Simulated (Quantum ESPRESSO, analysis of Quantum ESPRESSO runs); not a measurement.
# Migration barrier of interstitial H in fcc Al, hop from a tetrahedral to the next octahedral site (PBE) (Quantum ESPRESSO)

Subject: interstitial H in fcc Al, hop from a tetrahedral to the next octahedral site. Wanted: its migration barrier, in one set-up (PBE, GBRV 1.5 PBE, 32-site cell, PBE lattice, k: 3x3x3). The model is a cell of 32 host atoms with 1 H put in. The barrier is the energy of the highest image of a climbing band over the relaxed site that the atom leaves. A local or semilocal functional is the cheapest first rung.

Measured beforehand: Migration barrier: 0.452 eV, by diffusion measurements (T > 250 K); average of cited values (quoted in “Explainable Machine Learning for Hydrogen Diffusion in Metals and Random Binary Alloys”, 2023, G. M. Lu et al., quoting earlier work (1981)). The runs below try to reproduce this.

Method: Quantum ESPRESSO plane-wave DFT, PBE, GBRV 1.5 PBE potentials; relaxation of all atoms of a defect supercell, in Quantum ESPRESSO 7.5.

### 1. Starting point

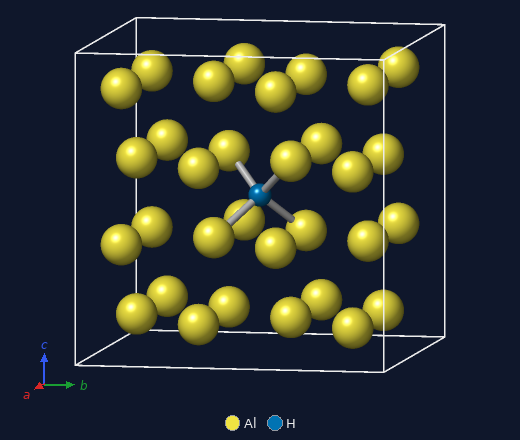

The cell as given, slightly off an axis (aluminium yellow, hydrogen blue).

The cell holds 33 atoms: 32 Al and 1 H. Its edges and angles: a = 8.081 Å, b = 8.081 Å, c = 8.081 Å, α = 90.0°, β = 90.0°, γ = 90.0°. It derives from Al (space group Fm-3m). Nearest the centre at fractional (0.375, 0.375, 0.375): H33 at 0.00 Å, Al8 at 1.75 Å, Al29 at 1.75 Å, Al11 at 1.75 Å, Al18 at 1.75 Å, Al13 at 3.35 Å, Al4 at 3.35 Å, Al15 at 3.35 Å.

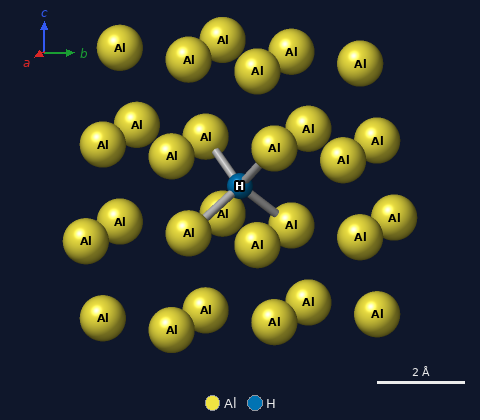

The atoms within 5 Å of the centre.

The host's primitive cell comes from a first run (Quantum ESPRESSO plane-wave DFT, PBE, GBRV 1.5 PBE potentials; relaxation of cell and atoms of a defect-free cell): vectors of 2.857, 2.857 and 2.857 Å. That is 16.49 Å³ an atom, 0.7 % under the diffraction cell's volume. The supercell is built on it.

### 2. Relaxation, charge 0

A barrier counts from a true minimum, so both ends of the jump are relaxed first.

pw.in reads:

```
&CONTROL
  calculation = 'relax'
  prefix = 'pwscf'
  outdir = './tmp'
  pseudo_dir = './pseudo'
  tprnfor = .true.
  disk_io = 'low'
  nstep = 70
  forc_conv_thr = 0.00078
  etot_conv_thr = 0.0001
/
&SYSTEM
  ibrav = 0
  nat = 33
  ntyp = 2
  ecutwfc = 45
  ecutrho = 360
  nbnd = 63
  occupations = 'smearing'
  smearing = 'mv'
  degauss = 0.00734986
/
&ELECTRONS
  conv_thr = 3d-08
  electron_maxstep = 100
  mixing_beta = 0.5
/
&IONS
  ion_dynamics = 'bfgs'
/
ATOMIC_SPECIES
Al    26.9815 al_pbe_v1.uspp.F.UPF
H      1.0080 h_pbe_v1.4.uspp.F.UPF
CELL_PARAMETERS angstrom
   8.0809509360    0.0000000000    0.0000000000
   0.0000000000    8.0809509360    0.0000000000
   0.0000000000    0.0000000000    8.0809509360
ATOMIC_POSITIONS crystal
Al     0.0000000000    0.0000000000    0.0000000000
Al     0.0000000000    0.2500000000    0.2500000000
Al     0.2500000000    0.0000000000    0.2500000000
Al     0.2500000000    0.2500000000    0.0000000000
Al     0.0000000000    0.0000000000    0.5000000000
Al     0.0000000000    0.2500000000    0.7500000000
Al     0.2500000000    0.0000000000    0.7500000000
Al     0.2500000000    0.2500000000    0.5000000000
Al     0.0000000000    0.5000000000    0.0000000000
Al     0.0000000000    0.7500000000    0.2500000000
Al     0.2500000000    0.5000000000    0.2500000000
Al     0.2500000000    0.7500000000    0.0000000000
Al     0.0000000000    0.5000000000    0.5000000000
Al     0.0000000000    0.7500000000    0.7500000000
Al     0.2500000000    0.5000000000    0.7500000000
Al     0.2500000000    0.7500000000    0.5000000000
Al     0.5000000000    0.0000000000    0.0000000000
Al     0.5000000000    0.2500000000    0.2500000000
Al     0.7500000000    0.0000000000    0.2500000000
Al     0.7500000000    0.2500000000    0.0000000000
Al     0.5000000000    0.0000000000    0.5000000000
Al     0.5000000000    0.2500000000    0.7500000000
Al     0.7500000000    0.0000000000    0.7500000000
Al     0.7500000000    0.2500000000    0.5000000000
Al     0.5000000000    0.5000000000    0.0000000000
Al     0.5000000000    0.7500000000    0.2500000000
Al     0.7500000000    0.5000000000    0.2500000000
Al     0.7500000000    0.7500000000    0.0000000000
Al     0.5000000000    0.5000000000    0.5000000000
Al     0.5000000000    0.7500000000    0.7500000000
Al     0.7500000000    0.5000000000    0.7500000000
Al     0.7500000000    0.7500000000    0.5000000000
H      0.3750000000    0.3750000000    0.3750000000
K_POINTS automatic
3 3 3 0 0 0
```

The run is started by

```console
$ OMP_NUM_THREADS=1 mpirun -n 4 pw.x -nk 4 -in pw.in > pw.out
```

Log:

```text
This program is part of the open-source Quantum ESPRESSO suite
     for quantum simulation of materials; please cite
         "P. Giannozzi et al., J. Phys.:Condens. Matter 21 395502 (2009);
         "P. Giannozzi et al., J. Phys.:Condens. Matter 29 465901 (2017);
         "P. Giannozzi et al., J. Chem. Phys. 152 154105 (2020);
          URL
     in publications or presentations arising from this work. More details at

     Message from routine setup:
     using ibrav=0 with symmetry is DISCOURAGED, use correct ibrav instead

     K-points division:     npool     =       4
     Subspace diagonalization in iterative solution of the eigenvalue problem:
     a serial algorithm will be used

     G-vector sticks info
     --------------------
     sticks:   dense  smooth     PW     G-vecs:    dense   smooth      PW
     Sum        6697    3341    885               410861   145165   20005

     Using Slab Decomposition

     bravais-lattice index     =            0
     lattice parameter (alat)  =      15.2708  a.u.
     unit-cell volume          =    3561.0987 (a.u.)^3
     number of atoms/cell      =           33
     number of atomic types    =            2
     number of electrons       =        97.00
     number of Kohn-Sham states=           63
     kinetic-energy cutoff     =      45.0000  Ry
     charge density cutoff     =     360.0000  Ry
     scf convergence threshold =      3.0E-08
     mixing beta               =       0.5000
     number of iterations used =            8  plain     mixing
     energy convergence thresh.=      1.0E-04
     force convergence thresh. =      7.8E-04
     Exchange-correlation=  SLA  PW   PBX  PBC
                           (   1   4   3   4   0   0   0)
     nstep                     =           70

     celldm(1)=  15.270784  celldm(2)=   0.000000  celldm(3)=   0.000000
     celldm(4)=   0.000000  celldm(5)=   0.000000  celldm(6)=   0.000000

     crystal axes: (cart. coord. in units of alat)
               a(1) = (   1.000000   0.000000   0.000000 )
               a(2) = (   0.000000   1.000000   0.000000 )
               a(3) = (   0.000000   0.000000   1.000000 )

     reciprocal axes: (cart. coord. in units 2 pi/alat)
               b(1) = (  1.000000  0.000000  0.000000 )
               b(2) = (  0.000000  1.000000  0.000000 )
               b(3) = (  0.000000  0.000000  1.000000 )

     PseudoPot. # 1 for Al read from file:
     al_pbe_v1.uspp.F.UPF
     Pseudo is Ultrasoft + core correction, Zval =  3.0
     Generated by new atomic code, or converted to UPF format
     Using radial grid of  893 points,  3 beta functions with:
                l(1) =   0
                l(2) =   1
                l(3) =   2
     Q(r) pseudized with  8 coefficients,  rinner =    0.900   0.900   0.900
                                                       0.900   0.900

     PseudoPot. # 2 for H  read from file:
     h_pbe_v1.4.uspp.F.UPF
     Pseudo is Ultrasoft, Zval =  1.0
     Generated by new atomic code, or converted to UPF format
     Using radial grid of  615 points,  2 beta functions with:
                l(1) =   0
                l(2) =   0
     Q(r) pseudized with  8 coefficients,  rinner =    0.700

     atomic species   valence    mass     pseudopotential
     Al                3.00    26.98150     Al( 1.00)
     H                 1.00     1.00800     H ( 1.00)

     24 Sym. Ops. (no inversion) found (18 have fractional translation)

   Cartesian axes

     site n.     atom                  positions (alat units)
         1        Al     tau(   1) = (   0.0000000   0.0000000   0.0000000  )
         2        Al     tau(   2) = (   0.0000000   0.2500000   0.2500000  )
         3        Al     tau(   3) = (   0.2500000   0.0000000   0.2500000  )
         4        Al     tau(   4) = (   0.2500000   0.2500000   0.0000000  )
         5        Al     tau(   5) = (   0.0000000   0.0000000   0.5000000  )
         6        Al     tau(   6) = (   0.0000000   0.2500000   0.7500000  )
         7        Al     tau(   7) = (   0.2500000   0.0000000   0.7500000  )
         8        Al     tau(   8) = (   0.2500000   0.2500000   0.5000000  )
         9        Al     tau(   9) = (   0.0000000   0.5000000   0.0000000  )
        10        Al     tau(  10) = (   0.0000000   0.7500000   0.2500000  )
        11        Al     tau(  11) = (   0.2500000   0.5000000   0.2500000  )
        12        Al     tau(  12) = (   0.2500000   0.7500000   0.0000000  )
        13        Al     tau(  13) = (   0.0000000   0.5000000   0.5000000  )
        14        Al     tau(  14) = (   0.0000000   0.7500000   0.7500000  )
        15        Al     tau(  15) = (   0.2500000   0.5000000   0.7500000  )
        16        Al     tau(  16) = (   0.2500000   0.7500000   0.5000000  )
[...]
25        Al     tau(  25) = (   0.5000000   0.5000000   0.0000000  )
        26        Al     tau(  26) = (   0.5000000   0.7500000   0.2500000  )
        27        Al     tau(  27) = (   0.7500000   0.5000000   0.2500000  )
        28        Al     tau(  28) = (   0.7500000   0.7500000   0.0000000  )
        29        Al     tau(  29) = (   0.5000000   0.5000000   0.5000000  )
        30        Al     tau(  30) = (   0.5000000   0.7500000   0.7500000  )
        31        Al     tau(  31) = (   0.7500000   0.5000000   0.7500000  )
        32        Al     tau(  32) = (   0.7500000   0.7500000   0.5000000  )
        33        H      tau(  33) = (   0.3750000   0.3750000   0.3750000  )

     number of k points=     4  Marzari-Vanderbilt smearing, width (Ry)=  0.0073
                       cart. coord. in units 2pi/alat
        k(    1) = (   0.0000000   0.0000000   0.0000000), wk =   0.0740741
        k(    2) = (   0.0000000   0.0000000   0.3333333), wk =   0.4444444
        k(    3) = (   0.0000000   0.3333333   0.3333333), wk =   0.8888889
        k(    4) = (   0.3333333   0.3333333   0.3333333), wk =   0.5925926

     Dense  grid:   410861 G-vectors     FFT dimensions: (  96,  96,  96)

     Smooth grid:   145165 G-vectors     FFT dimensions: (  72,  72,  72)

     Initial potential from superposition of free atoms

     starting charge      96.9211, renormalised to      97.0000
     Starting wfcs are  129 randomized atomic wfcs

     Self-consistent Calculation

     iteration #  1     ecut=    45.00 Ry     beta= 0.50
     Davidson diagonalization with overlap
     ethr =  1.00E-02,  avg # of iterations =  3.0

     Threshold (ethr) on eigenvalues was too large:
     Diagonalizing with lowered threshold

     Davidson diagonalization with overlap
[...]
Davidson diagonalization with overlap
     ethr =  5.78E-11,  avg # of iterations =  2.0

     total energy              =    -215.81648495 Ry
     estimated scf accuracy    <          7.2E-09 Ry

     iteration #  7     ecut=    45.00 Ry     beta= 0.50
     Davidson diagonalization with overlap
     ethr =  7.39E-12,  avg # of iterations =  2.2

     End of self-consistent calculation

          k = 0.0000 0.0000 0.0000 ( 18037 PWs)   bands (ev):

[...]
9.0038   9.0038   9.1092   9.1092   9.1093   9.1708   9.1708

          k = 0.0000 0.0000 0.3333 ( 18184 PWs)   bands (ev):

[...]
8.7634   8.7859   8.8138   9.4407   9.4704   9.4704   9.5272

          k = 0.0000 0.3333 0.3333 ( 18151 PWs)   bands (ev):

[...]
9.0251   9.0738   9.4938   9.6073   9.6454   9.6512  10.5284

          k = 0.3333 0.3333 0.3333 ( 18106 PWs)   bands (ev):

[...]
9.4218   9.6313   9.7431   9.7431   9.9201   9.9760   9.9760

     the Fermi energy is     7.7619 ev

!    total energy              =    -215.81648495 Ry
     estimated scf accuracy    <          3.4E-10 Ry
     smearing contrib. (-TS)   =       0.00295025 Ry
     internal energy E=F+TS    =    -215.81943520 Ry

     The total energy is F=E-TS. E is the sum of the following terms:
     one-electron contribution =      95.98378177 Ry
     hartree contribution      =       0.55286995 Ry
     xc contribution           =    -138.24754148 Ry
     ewald contribution        =    -174.10854544 Ry

     convergence has been achieved in   7 iterations

     Forces acting on atoms (cartesian axes, Ry/au):

[...]
Total force =     0.003821     Total SCF correction =     0.000017
     Energy error            =      8.2E-05 Ry
     Gradient error          =      8.3E-04 Ry/Bohr

     number of scf cycles    =   8
     number of bfgs steps    =   7

     energy             old  =    -215.8164032256 Ry
     energy             new  =    -215.8164849510 Ry

     CASE: energy            _new < energy            _old

     new trust radius        =       0.0049288645 bohr
     new conv_thr            =       0.0000000003 Ry

ATOMIC_POSITIONS (crystal)
[...]
NEW-OLD atomic charge density approx. for the potential

     Self-consistent Calculation

     iteration #  1     ecut=    45.00 Ry     beta= 0.50
     Davidson diagonalization with overlap
     ethr =  1.00E-06,  avg # of iterations =  2.0

     Threshold (ethr) on eigenvalues was too large:
     Diagonalizing with lowered threshold

     Davidson diagonalization with overlap
     ethr =  3.26E-09,  avg # of iterations =  5.0

     total energy              =    -215.81650764 Ry
     estimated scf accuracy    <       0.00000885 Ry

     iteration #  2     ecut=    45.00 Ry     beta= 0.50
     Davidson diagonalization with overlap
     ethr =  9.12E-09,  avg # of iterations =  2.0

     total energy              =    -215.81650962 Ry
     estimated scf accuracy    <       0.00000606 Ry

     iteration #  3     ecut=    45.00 Ry     beta= 0.50
     Davidson diagonalization with overlap
     ethr =  6.25E-09,  avg # of iterations =  2.0

     total energy              =    -215.81651065 Ry
     estimated scf accuracy    <       0.00000042 Ry

     iteration #  4     ecut=    45.00 Ry     beta= 0.50
     Davidson diagonalization with overlap
     ethr =  4.37E-10,  avg # of iterations =  2.8

     total energy              =    -215.81651072 Ry
     estimated scf accuracy    <       0.00000051 Ry

     iteration #  5     ecut=    45.00 Ry     beta= 0.50
     Davidson diagonalization with overlap
     ethr =  4.37E-10,  avg # of iterations =  2.2

     total energy              =    -215.81651079 Ry
     estimated scf accuracy    <       0.00000001 Ry

     iteration #  6     ecut=    45.00 Ry     beta= 0.50
     Davidson diagonalization with overlap
     ethr =  1.42E-11,  avg # of iterations =  2.8

     total energy              =    -215.81651079 Ry
     estimated scf accuracy    <          2.2E-09 Ry

     iteration #  7     ecut=    45.00 Ry     beta= 0.50
     Davidson diagonalization with overlap
     ethr =  2.32E-12,  avg # of iterations =  2.0

     End of self-consistent calculation

          k = 0.0000 0.0000 0.0000 ( 18037 PWs)   bands (ev):

[...]
9.0047   9.0047   9.1121   9.1121   9.1121   9.1723   9.1723

          k = 0.0000 0.0000 0.3333 ( 18184 PWs)   bands (ev):

[...]
8.7644   8.7856   8.8141   9.4435   9.4693   9.4693   9.5267

          k = 0.0000 0.3333 0.3333 ( 18151 PWs)   bands (ev):

[...]
8.2931   8.4306   8.7987   8.8561   8.8572   8.8777   8.9064   8.9183
     9.0258   9.0734   9.4937   9.6091   9.6444   9.6510  10.5282

          k = 0.3333 0.3333 0.3333 ( 18106 PWs)   bands (ev):

    -2.6768  -2.0862  -1.7562  -1.7562  -1.2199  -1.0072  -1.0072  -0.3456
     0.7117   1.2095   1.2095   1.5447   1.9144   1.9144   1.9682   1.9685
     1.9685   2.4566   2.6920   2.6920   3.1458   3.3963   3.3963   3.7626
     4.0660   4.0660   4.1221   4.1221   4.1229   4.5765   4.6973   4.6973
     4.8786   4.9763   4.9763   5.4318   5.5917   5.5917   6.5995   6.9301
     6.9301   6.9665   6.9902   6.9902   7.4605   7.6456   7.6456   7.6808
     7.7007   7.7007   8.3650   8.7795   8.9680   8.9680   9.2643   9.4219
     9.4219   9.6302   9.7442   9.7442   9.9184   9.9765   9.9765

     the Fermi energy is     7.7619 ev

!    total energy              =    -215.81651079 Ry
     estimated scf accuracy    <          9.3E-11 Ry
     smearing contrib. (-TS)   =       0.00291948 Ry
     internal energy E=F+TS    =    -215.81943027 Ry

     The total energy is F=E-TS. E is the sum of the following terms:
     one-electron contribution =      95.97703114 Ry
     hartree contribution      =       0.55591169 Ry
     xc contribution           =    -138.24766476 Ry
     ewald contribution        =    -174.10470834 Ry

     convergence has been achieved in   7 iterations

     Forces acting on atoms (cartesian axes, Ry/au):

[...]
atom   26 type  1   force =    -0.00013719   -0.00016904    0.00013719
     atom   27 type  1   force =    -0.00016904   -0.00013719    0.00013719
     atom   28 type  1   force =    -0.00019606   -0.00019606    0.00019606
     atom   29 type  1   force =    -0.00000708   -0.00000708   -0.00000708
     atom   30 type  1   force =     0.00069681   -0.00017467   -0.00017467
     atom   31 type  1   force =    -0.00017467    0.00069681   -0.00017467
     atom   32 type  1   force =    -0.00017467   -0.00017467    0.00069681
     atom   33 type  2   force =     0.00000000    0.00000000    0.00000000

     Total force =     0.002796     Total SCF correction =     0.000011
     Energy error            =      2.6E-05 Ry
     Gradient error          =      7.0E-04 Ry/Bohr

     bfgs converged in   9 scf cycles and   8 bfgs steps
     (criteria: energy <  1.0E-04 Ry, force <  7.8E-04 Ry/Bohr)

     End of BFGS Geometry Optimization

     Final energy             =    -215.8165107873 Ry

     File ./tmp/pwscf.bfgs deleted, as requested
Begin final coordinates

ATOMIC_POSITIONS (crystal)
[...]
Al               0.4996751980        0.7492003807        0.2503248020
Al               0.7492003807        0.4996751980        0.2503248020
Al               0.7496797527        0.7496797527        0.0003202473
Al               0.5092169896        0.5092169896        0.5092169896
Al               0.5002145056        0.7521826243        0.7521826243
Al               0.7521826243        0.5002145056        0.7521826243
Al               0.7521826243        0.7521826243        0.5002145056
H                0.3750000000        0.3750000000        0.3750000000
End final coordinates

=------------------------------------------------------------------------------=
   JOB DONE.
=------------------------------------------------------------------------------=
```

Elapsed: 6.1 min, on 4 MPI ranks of Arm Neoverse V1, shared host; peak memory 2 GiB; 24 min of CPU time.

The steps of the relaxation:

| step | energy less that of the first step (eV) |
| --- | --- |
| 0 | 0.0000 |
| 1 | -0.1210 |
| 2 | -0.2157 |
| 3 | -0.2918 |
| 4 | -0.3059 |
| 5 | -0.3093 |
| 6 | -0.3131 |
| 7 | -0.3142 |
| 8 | -0.3146 |

The atoms that moved most (Å):

| atom | dx | dy | dz | length |
| --- | --- | --- | --- | --- |
| Al8 | -0.074 | -0.074 | 0.074 | 0.129 |
| Al11 | -0.074 | 0.074 | -0.074 | 0.129 |
| Al18 | 0.074 | -0.074 | -0.074 | 0.129 |
| Al29 | 0.074 | 0.074 | 0.074 | 0.129 |
| Al30 | 0.002 | 0.018 | 0.018 | 0.025 |
| Al32 | 0.018 | 0.018 | 0.002 | 0.025 |
| Al31 | 0.018 | 0.002 | 0.018 | 0.025 |
| Al7 | -0.002 | -0.018 | 0.018 | 0.025 |

The relaxed structure:

```xyz
33
Lattice="8.0810 0.0000 0.0000 0.0000 8.0810 0.0000 0.0000 0.0000 8.0810" Properties=species:S:1:pos:R:3 pbc="T T T"
Al    0.0026    0.0026    0.0026
Al    0.0065    2.0229    2.0229
Al    2.0229    0.0065    2.0229
Al    2.0229    2.0229    0.0065
Al   -0.0176   -0.0176    4.0422
Al   -0.0176    2.0185    6.0784
Al    2.0185   -0.0176    6.0784
Al    1.9458    1.9458    4.1150
Al   -0.0176    4.0422   -0.0176
Al   -0.0176    6.0784    2.0185
Al    1.9458    4.1150    1.9458
Al    2.0185    6.0784   -0.0176
Al    0.0065    4.0379    4.0379
Al    0.0026    6.0581    6.0581
Al    2.0229    4.0379    6.0543
Al    2.0229    6.0543    4.0379
Al    4.0422   -0.0176   -0.0176
Al    4.1150    1.9458    1.9458
Al    6.0784   -0.0176    2.0185
Al    6.0784    2.0185   -0.0176
Al    4.0379    0.0065    4.0379
Al    4.0379    2.0229    6.0543
Al    6.0581    0.0026    6.0581
Al    6.0543    2.0229    4.0379
Al    4.0379    4.0379    0.0065
Al    4.0379    6.0543    2.0229
Al    6.0543    4.0379    2.0229
Al    6.0581    6.0581    0.0026
Al    4.1150    4.1150    4.1150
Al    4.0422    6.0784    6.0784
Al    6.0784    4.0422    6.0784
Al    6.0784    6.0784    4.0422
H     3.0304    3.0304    3.0304
```

Neighbours of H33 at the end:

| atom | distance (Å) |
| --- | --- |
| Al29 | 1.879 |
| Al18 | 1.879 |
| Al8 | 1.879 |
| Al11 | 1.879 |
| Al13 | 3.343 |
| Al4 | 3.343 |
| Al15 | 3.343 |
| Al21 | 3.343 |
| Al25 | 3.343 |
| Al27 | 3.343 |
| Al26 | 3.343 |
| Al24 | 3.343 |
| Al22 | 3.343 |
| Al16 | 3.343 |
| Al2 | 3.343 |
| Al3 | 3.343 |

First to last step the energy falls by 0.315 eV; the largest move, 0.13 Å, is that of Al8 and 3 other atoms alike.

[end of part 1 of 3]

[Logs are printed without paths, hosts, clocks, repeated set-up lines and the standing remarks that a program may print on its own settings, such as how far it seeks lower states.]

[Hosts, paths, dates, database ids (printed as entryN), source tags and the programs' standing remarks are cut or masked in the printed files.]

[For some hosts the program warned that the k-mesh of the response run may be too coarse for force constants and the static dielectric constant; such warnings are not shown here.]
